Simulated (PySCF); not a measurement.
**PF3 (phosphorus trifluoride): QCISD(T)/STO-3G**

Aim: the energy change on altering one bond length of PF3 (phosphorus trifluoride) at QCISD(T)/STO-3G, from 2 runs. 

The results are computed with PySCF 2.14.0.

13 further runs of the same task are left out: 4 that didn't finish, 9 set aside as unsound or not needed.

### 1 The molecule

PF3: 4 atoms, total charge 0, spin state singlet. As SMILES, `FP(F)F`. The shape is that of a PBE0-D4/def2-TZVP optimisation.

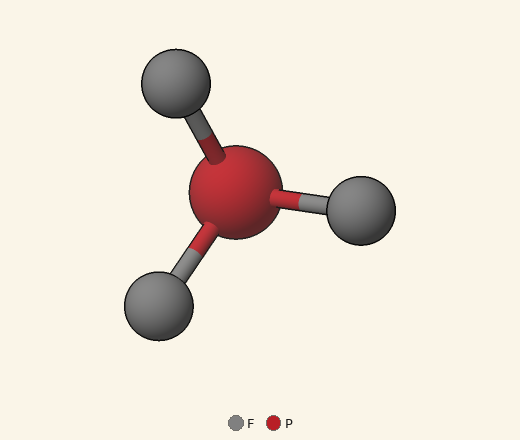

Viewed from a chosen angle; fluorine grey, phosphorus red.

### 2 A single-point energy at QCISD(T)/STO-3G

geometry.xyz reads:

```xyz
4

F      0.834400    -0.663200     0.874500
P     -0.297500     0.314600     0.392300
F     -1.061900    -0.696500    -0.536900
F      0.525000     1.045200    -0.730000
```

job.py reads:

```python
# FP(F)F
from pyscf import gto, scf, cc

mol = gto.M(
    atom='geometry.xyz',
    basis='sto-3g',
    max_memory=1860,
    verbose=3,
)

mf = scf.RHF(mol)
mf.conv_tol = 1e-10
mf.kernel()
if not mf.converged:
    mf = mf.newton().run(mf.mo_coeff, mf.mo_occ)

mycc = cc.QCISD(mf, frozen=8)
mycc.kernel()
e_t = mycc.qcisd_t()
etot = mycc.e_tot + e_t
print('Final energy', etot)
```

Run with:

```
$ OMP_NUM_THREADS=1 python job.py
```

The program printed:

```text
converged SCF energy = -631.020713934013
E(QCISD) = -631.1163199425409  E_corr = -0.0956060085275304
QCISD(T) correction = -0.00442773700632043
Final energy -631.1207476795472
```

Run time: 0.82 s. Hardware: 1 thread of Arm Neoverse V1, shared host; peak memory 0.1 GiB.

### 3 The distorted shape at the same level

calc.py reads:

```python
from pyscf import gto, scf, cc

system = gto.M(
    atom='''
F        1.739912      -1.445433       1.260256
P       -0.297500       0.314600       0.392300
F       -1.061900      -0.696500      -0.536900
F        0.525000       1.045200      -0.730000
''',
    basis='sto-3g',
    charge=0,
    max_memory=1860,
    verbose=4,
)

mf = scf.RHF(system)
mf.conv_tol = 1e-10
mf.kernel()
if not mf.converged:
    mf = mf.newton().run(mf.mo_coeff, mf.mo_occ)

mycc = cc.QCISD(mf, frozen=8)
mycc.kernel()
e_t = mycc.qcisd_t()
e_final = mycc.e_tot + e_t
print(f'total energy: {e_final:.8f} hartree')
```

Run with:

```
$ OMP_NUM_THREADS=1 python calc.py
```

The program printed:

```text
PySCF version 2.14.0

[INPUT] num. atoms = 4
[INPUT] num. electrons = 42
[INPUT] charge = 0
[INPUT] spin (= nelec alpha-beta = 2S) = 0
[INPUT] symmetry False subgroup None
[INPUT] Mole.unit = angstrom
[INPUT] Symbol           X                Y                Z      unit          X                Y                Z       unit  Magmom
[INPUT]  1 F      1.739912000000  -1.445433000000   1.260256000000 AA    3.287957160844  -2.731472501408   2.381538686840 Bohr   0.0
[INPUT]  2 P     -0.297500000000   0.314600000000   0.392300000000 AA   -0.562193522058   0.594507838788   0.741339558667 Bohr   0.0
[INPUT]  3 F     -1.061900000000  -0.696500000000  -0.536900000000 AA   -2.006700171676  -1.316194245760  -1.014593956279 Bohr   0.0
[INPUT]  4 F      0.525000000000   1.045200000000  -0.730000000000 AA    0.992106215397   1.975141745395  -1.379500070932 Bohr   0.0

nuclear repulsion = 159.42330206994
number of shells = 14
number of NR pGTOs = 72
number of NR cGTOs = 24
basis = sto-3g
ecp = {}

[... 47 lines left out ...]
converged SCF energy = -630.75295919958
[... 11 lines left out ...]
Init t2, MP2 energy = -630.945605827691  E_corr(MP2) -0.192646628110648
[... 27 lines left out ...]
QCISD converged
[... 2 lines left out ...]
total energy: -631.02927146 hartree
```

Run time: 0.91 s. Hardware: 1 thread of Arm Neoverse V1, shared host; peak memory 0.1 GiB.

### 4 Outcome

At QCISD(T)/STO-3G, 8 core orbitals frozen:

| quantity | value |
| --- | --- |
| first shape: total energy | -631.12075 Eh |
| first shape: dipole moment (Hartree–Fock density) | 1.26 D |
| first shape: HOMO energy (Hartree–Fock orbitals) | -8.34 eV |
| first shape: LUMO energy (Hartree–Fock orbitals) | 11.85 eV |
| first shape: HOMO–LUMO gap (Hartree–Fock orbitals) | 20.19 eV |
| first shape: correlation energy (8 core orbitals frozen) | -100.0 mEh |
| first shape: (T) correction | -4.43 mEh |
| first shape: T1 diagnostic | 0.012 |
| distorted shape: total energy | -631.02927 Eh |
| distorted shape: dipole moment (Hartree–Fock density) | 2.93 D |
| distorted shape: HOMO energy (Hartree–Fock orbitals) | -4.54 eV |
| distorted shape: LUMO energy (Hartree–Fock orbitals) | 2.60 eV |
| distorted shape: HOMO–LUMO gap (Hartree–Fock orbitals) | 7.14 eV |
| distorted shape: correlation energy (8 core orbitals frozen) | -276.3 mEh |
| distorted shape: (T) correction | -16.20 mEh |
| distorted shape: T1 diagnostic | 0.035 |
| energy change with the F1–P2 bond stretched from 1.572 to 2.829 Å | 2.489 eV |

In words: One bond (distorted shape) is far stretched, which a spin-restricted single reference describes badly; perturbation theory on it can break down and give far too much correlation. With the F1–P2 bond stretched from 1.572 to 2.829 Å the energy rises by 2.49 eV (240 kJ/mol). The first shape isn't relaxed at this level, so the change isn't measured from a minimum. A restricted reference can't describe the breaking bond well at this length. The minimal basis adds a large error of its own. Mulliken charges (first shape) of the mean-field density run from -0.31 on F1 to +0.94 on P2; they depend strongly on the basis. The triples (first shape) make up 4.4 % of the correlation energy. The T1 diagnostic (distorted shape) of 0.035 is above the customary mark for such species, so a single reference may not serve. The triples (distorted shape) make up 5.9 % of the correlation energy.
